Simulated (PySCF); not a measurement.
SMILES CB(C)[SiH2][SiH](Cl)Cl (C2H9BCl2Si2) at its GFN2-xTB optimised geometry (Å):

```
16

Si    -1.0275    -1.7311    -2.5479
Cl     0.8281    -1.7604    -3.4044
Cl    -2.0045    -0.1522    -3.4027
Si    -0.8152    -1.3582    -0.2507
B      0.1554     0.3391     0.0000
C     -0.6432     1.6947     0.0000
C      1.7285     0.3391     0.0000
H     -1.6912    -2.8994    -3.1221
H     -2.1872    -1.4292     0.2888
H     -0.1798    -2.5759     0.2897
H     -1.0534     1.8484    -1.0009
H     -0.0516     2.5759     0.2401
H     -1.5074     1.6790     0.6632
H      2.1587    -0.4392     0.6290
H      2.0634     0.1071    -1.0140
H      2.1872     1.2868     0.2752
```

Level of theory: CAM-B3LYP/def2-TZVP in PySCF.

Map of the Laplacian of the electron density (e/bohr⁵) on the plane z = 0.8 Å:

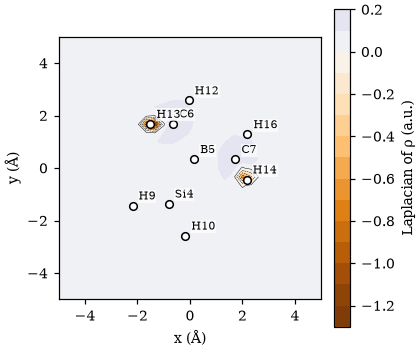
Figure: Laplacian of the electron density (e/bohr⁵) on the plane z = 0.8 Å.
